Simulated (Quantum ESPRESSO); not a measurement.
# Collinear magnetic orders of FeGe with Quantum ESPRESSO, part 2 of 2

Wanted: the moments of FeGe and the energy of each order that was tried.

Quantum ESPRESSO 7.5; PBEsol; plane waves with GBRV 1.5 PBEsol potentials, no spin-orbit coupling.

So far, absolute magnetization (μB): step 2 (run 1, typed as ferro ++++) 5.55.

The database entry behind the starting cell differs from later determinations by our own check (about 0.2 % short), so it need not match the best structure at ambient conditions.

### 3. Run 2, typed as antiferro ++−−

Contents of pw.in:

```
&CONTROL
  calculation = 'scf'
  prefix = 'pwscf'
  outdir = './tmp'
  pseudo_dir = './pseudo'
  disk_io = 'nowf'
/
&SYSTEM
  ibrav = 0
  celldm(1) = 8
  nat = 8
  ntyp = 3
  ecutwfc = 40
  ecutrho = 280
  nbnd = 74
  occupations = 'smearing'
  smearing = 'fd'
  degauss = 0.00734986
  nspin = 2
  starting_magnetization(1) = 0.175
  starting_magnetization(2) = -0.175
  starting_magnetization(3) = 0
/
&ELECTRONS
  conv_thr = 1.6d-08
  electron_maxstep = 150
  mixing_beta = 0.3
/
ATOMIC_SPECIES
Fe1    55.8450 fe_pbesol_v1.5.uspp.F.UPF
Fe2    55.8450 fe_pbesol_v1.5.uspp.F.UPF
Ge     72.6300 ge_pbesol_v1.4.uspp.F.UPF
CELL_PARAMETERS alat
   1.1076157247963    0.0000000000000    0.0000000000000
   0.0000000000000    1.1076157247963    0.0000000000000
   0.0000000000000    0.0000000000000    1.1076157247963
ATOMIC_POSITIONS crystal
Fe1     0.1350000000    0.1350000000    0.1350000000
Fe1     0.3650000000    0.8650000000    0.6350000000
Fe2     0.6350000000    0.3650000000    0.8650000000
Fe2     0.8650000000    0.6350000000    0.3650000000
Ge      0.8420000000    0.8420000000    0.8420000000
Ge      0.6580000000    0.1580000000    0.3420000000
Ge      0.3420000000    0.6580000000    0.1580000000
Ge      0.1580000000    0.3420000000    0.6580000000
K_POINTS automatic
6 6 6 0 0 0
```

The run is started by

```sh
$ OMP_NUM_THREADS=1 mpirun -n 4 pw.x -nk 4 -in pw.in > pw.out
```

The log of the run:

```text
[banner, memory and clock lines left out]
Program PWSCF v.7.5 starts

     Message from routine setup:
     using ibrav=0 with symmetry is DISCOURAGED, use correct ibrav instead

     bravais-lattice index     =            0
     lattice parameter (alat)  =       8.0000  a.u.
     unit-cell volume          =     695.7245 (a.u.)^3
     number of atoms/cell      =            8
     number of atomic types    =            3
     number of electrons       =       120.00
     number of Kohn-Sham states=           74
     kinetic-energy cutoff     =      40.0000  Ry
     charge density cutoff     =     280.0000  Ry
     scf convergence threshold =      1.6E-08
     mixing beta               =       0.3000
     number of iterations used =            8  plain     mixing
     Exchange-correlation= SLA  PW   PSX  PSC
                           (   1   4  10   8   0   0   0)

     celldm(1)=   8.000000  celldm(2)=   0.000000  celldm(3)=   0.000000
     celldm(4)=   0.000000  celldm(5)=   0.000000  celldm(6)=   0.000000

     crystal axes: (cart. coord. in units of alat)
               a(1) = (   1.107616   0.000000   0.000000 )
               a(2) = (   0.000000   1.107616   0.000000 )
               a(3) = (   0.000000   0.000000   1.107616 )

     reciprocal axes: (cart. coord. in units 2 pi/alat)
               b(1) = (  0.902840  0.000000  0.000000 )
               b(2) = (  0.000000  0.902840  0.000000 )
               b(3) = (  0.000000  0.000000  0.902840 )

     PseudoPot. # 1 for Fe read from file:
     fe_pbesol_v1.5.uspp.F.UPF
     Pseudo is Ultrasoft + core correction, Zval = 16.0

     PseudoPot. # 2 for Fe read from file:
     fe_pbesol_v1.5.uspp.F.UPF
     Pseudo is Ultrasoft + core correction, Zval = 16.0

     PseudoPot. # 3 for Ge read from file:
     ge_pbesol_v1.4.uspp.F.UPF
     Pseudo is Ultrasoft + core correction, Zval = 14.0

     atomic species   valence    mass     pseudopotential
     Fe1              16.00    55.84500     Fe( 1.00)
     Fe2              16.00    55.84500     Fe( 1.00)
     Ge               14.00    72.63000     Ge( 1.00)

     Starting magnetic structure
     atomic species   magnetization
     Fe1             0.175
     Fe2            -0.175
     Ge              0.000

      2 Sym. Ops. (no inversion) found ( 1 have fractional translation)

   Cartesian axes

     site n.     atom                  positions (alat units)
         1        Fe1    tau(   1) = (   0.1495281   0.1495281   0.1495281  )
         2        Fe1    tau(   2) = (   0.4042797   0.9580876   0.7033360  )
         3        Fe2    tau(   3) = (   0.7033360   0.4042797   0.9580876  )
         4        Fe2    tau(   4) = (   0.9580876   0.7033360   0.4042797  )
         5        Ge     tau(   5) = (   0.9326124   0.9326124   0.9326124  )
         6        Ge     tau(   6) = (   0.7288111   0.1750033   0.3788046  )
         7        Ge     tau(   7) = (   0.3788046   0.7288111   0.1750033  )
         8        Ge     tau(   8) = (   0.1750033   0.3788046   0.7288111  )

     number of k points=    80  Fermi-Dirac smearing, width (Ry)=  0.0073
                       cart. coord. in units 2pi/alat
        k(    1) = (   0.0000000   0.0000000   0.0000000), wk =   0.0046296
        k(    2) = (   0.0000000   0.0000000   0.1504734), wk =   0.0092593
        k(    3) = (   0.0000000   0.0000000   0.3009467), wk =   0.0092593
        k(    4) = (   0.0000000   0.0000000  -0.4514201), wk =   0.0046296
        k(    5) = (   0.0000000   0.1504734   0.1504734), wk =   0.0185185
        [... 75 further k-points ...]

     Dense  grid:    54963 G-vectors     FFT dimensions: (  48,  48,  48)

     Smooth grid:    23847 G-vectors     FFT dimensions: (  36,  36,  36)

     Check: negative core charge=   -0.000031
     Generating pointlists ...
     new r_m :   0.2319 (alat units)  1.8549 (a.u.) for type    1
     new r_m :   0.2319 (alat units)  1.8549 (a.u.) for type    2
     new r_m :   0.2319 (alat units)  1.8549 (a.u.) for type    3

     Initial potential from superposition of free atoms

     starting charge     115.9967, renormalised to     120.0000
     Starting wfcs are   88 randomized atomic wfcs

     Self-consistent Calculation

     iteration #  1     ecut=    40.00 Ry     beta= 0.30
     Davidson diagonalization with overlap
     ethr =  1.00E-02,  avg # of iterations =  2.0

     total energy              =   -1853.38866938 Ry
     estimated scf accuracy    <       3.24188270 Ry

     total magnetization       =     0.00 Bohr mag/cell
     absolute magnetization    =     7.16 Bohr mag/cell

     iteration #  2     ecut=    40.00 Ry     beta= 0.30
     Davidson diagonalization with overlap
     ethr =  2.70E-03,  avg # of iterations =  2.0

     total energy              =   -1853.46378555 Ry
     estimated scf accuracy    <       1.22192088 Ry

     total magnetization       =     0.00 Bohr mag/cell
     absolute magnetization    =     7.90 Bohr mag/cell

     [... further iterations left out ...]

     iteration # 17     ecut=    40.00 Ry     beta= 0.30
     Davidson diagonalization with overlap
     ethr =  9.89E-11,  avg # of iterations =  3.9

     total energy              =   -1853.63860302 Ry
     estimated scf accuracy    <       0.00000002 Ry

     total magnetization       =    -0.00 Bohr mag/cell
     absolute magnetization    =     4.09 Bohr mag/cell

     iteration # 18     ecut=    40.00 Ry     beta= 0.30
     Davidson diagonalization with overlap
     ethr =  1.53E-11,  avg # of iterations =  3.9

     Magnetic moment per site  (integrated on atomic sphere of radius R)
     atom   1 (R=0.232)  charge= 14.2651  magn=  0.9242
     atom   2 (R=0.232)  charge= 14.2651  magn=  0.9242
     atom   3 (R=0.232)  charge= 14.2651  magn= -0.9261
     atom   4 (R=0.232)  charge= 14.2651  magn= -0.9261
     atom   5 (R=0.232)  charge= 11.6840  magn=  0.0029
     atom   6 (R=0.232)  charge= 11.6840  magn=  0.0029
     atom   7 (R=0.232)  charge= 11.6840  magn= -0.0028
     atom   8 (R=0.232)  charge= 11.6840  magn= -0.0028

     End of self-consistent calculation

     Number of k-points >= 100: set verbosity='high' to print the bands.

     the Fermi energy is    16.3367 ev

!    total energy              =   -1853.63860319 Ry
     estimated scf accuracy    <          4.3E-09 Ry
     smearing contrib. (-TS)   =      -0.02133236 Ry
     internal energy E=F+TS    =   -1853.61727083 Ry

     The total energy is F=E-TS. E is the sum of the following terms:
     one-electron contribution =    -880.17442985 Ry
     hartree contribution      =     542.14648122 Ry
     xc contribution           =    -346.71619987 Ry
     ewald contribution        =   -1168.87312233 Ry

     total magnetization       =    -0.00 Bohr mag/cell
     absolute magnetization    =     4.09 Bohr mag/cell

     convergence has been achieved in  18 iterations
```

Elapsed: 4.5 min, on 4 MPI ranks of Arm Neoverse V2, shared host; peak memory 1 GiB; 18 min of CPU time.

Spin moment in the atom's sphere by atom:

| atom | spin moment in the atom's sphere (μB) |
| --- | --- |
| Fe1 | 0.924 |
| Fe2 | 0.924 |
| Fe3 | -0.926 |
| Fe4 | -0.926 |
| Ge5 | 0.003 |
| Ge6 | 0.003 |
| Ge7 | -0.003 |
| Ge8 | -0.003 |

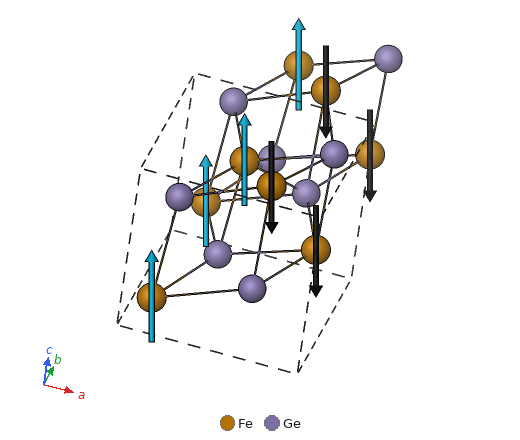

Spin moment in the atom's sphere as arrows, the longest 0.926 μB. Up and down stand for the sign. Arrows give size and sign along the axis of quantisation, drawn up and down the page. The two directions have two colours. 1×2×1 cells are drawn.

Numbers from this step:

| Quantity | Value |
| --- | --- |
| smearing term TS | 0.2902 eV |
| magnetization | 0 μB |
| absolute magnetization | 4.095 μB |
| final state | antiferromagnetic |

### 4. Run 3 (ferri +++−)

pw.in, as its differences from that of step 3:

```diff
@@ -14,3 +14,3 @@
   ecutrho = 280
-  nbnd = 74
+  nbnd = 77
   occupations = 'smearing'
@@ -39,3 +39,3 @@
 Fe1     0.3650000000    0.8650000000    0.6350000000
-Fe2     0.6350000000    0.3650000000    0.8650000000
+Fe1     0.6350000000    0.3650000000    0.8650000000
 Fe2     0.8650000000    0.6350000000    0.3650000000
```

The log of the run:

```text
     [... lines left out ...]
Program PWSCF v.7.5 starts
     [... lines left out ...]
     number of atoms/cell      =            8
     [... lines left out ...]
     number of electrons       =       120.00
     number of Kohn-Sham states=           77
     kinetic-energy cutoff     =      40.0000  Ry
     charge density cutoff     =     280.0000  Ry
     scf convergence threshold =      1.6E-08
     [... lines left out ...]
      3 Sym. Ops. (no inversion) found ( 2 have fractional translation)
     [... lines left out ...]
     number of k points=    40  Fermi-Dirac smearing, width (Ry)=  0.0073
     [... lines left out ...]
     iteration #150     ecut=    40.00 Ry     beta= 0.30
     [... lines left out ...]
     estimated scf accuracy    <       0.13317162 Ry
     total magnetization       =     1.61 Bohr mag/cell
     absolute magnetization    =     6.89 Bohr mag/cell
     [... lines left out ...]
     convergence NOT achieved after 150 iterations: stopping
[key lines of the parts left out:]
total energy              =   -1853.63165007 Ry
```

Wall time 21 min (4 MPI ranks); peak memory 0.83 GiB.

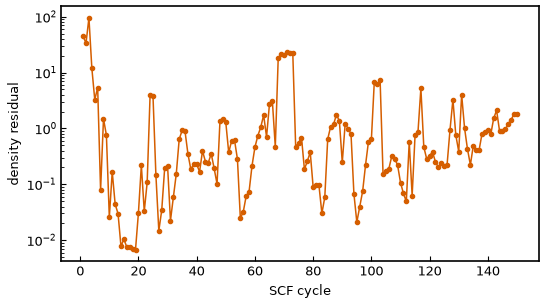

Residual by cycle in this run.

No converged result was reached; the numbers in the log don't describe the system.

After 150 cycles the residual stands at 1.8, against 0.69 at cycle 76 and a least value of 0.0068. The cap of 150 cycles in the input ended the loop.

### 5. The states side by side

An order is kept where moments of 0.15 μB or more survive with the typed signs; meshes match where a doubled cell samples the same k points as the first cell.

Orders:

| start | final state | typed order kept | energy over the lowest (meV a seeded atom) | largest site moment (μB) | net moment (μB a cell of the first run) | mesh matched | CPU time (s) |
| --- | --- | --- | --- | --- | --- | --- | --- |
| ferro ++++ | ferromagnetic | yes | 0 | 1.221 | 4.411 | yes | 277.6 |
| antiferro ++-- | antiferromagnetic | yes | 52.59 | 0.9261 | 0.003492 | yes | 1084 |

### 6. What came out

| Item | Value |
| --- | --- |
| lowest state found | ferromagnetic (from ferro ++++) |
| largest site moment | 1.22 μB |
| next state with moments | antiferromagnetic, 52.6 meV a seeded atom higher |

This is the lowest of 2 collinear or spinless starts, no proof of the ground state. 1 further start did not converge. Energies are free energies at an electronic temperature of 1160 K, which lowers moments and differences where the moments are itinerant.

[Logs and program files are shortened in this print: banners, set-up blocks, solver, clock and traceback lines can be left out without a mark of their own.]

[Logs are printed without paths, hosts, clocks, repeated set-up lines and the standing remarks that a program may print on its own settings, such as how far it seeks lower states.]

[Hosts, paths, dates, database ids (printed as entryN), source tags and the programs' standing remarks are cut or masked in the printed files.]

[Where a cell is said to come from a database of computed structures, the database is the Materials Project.]
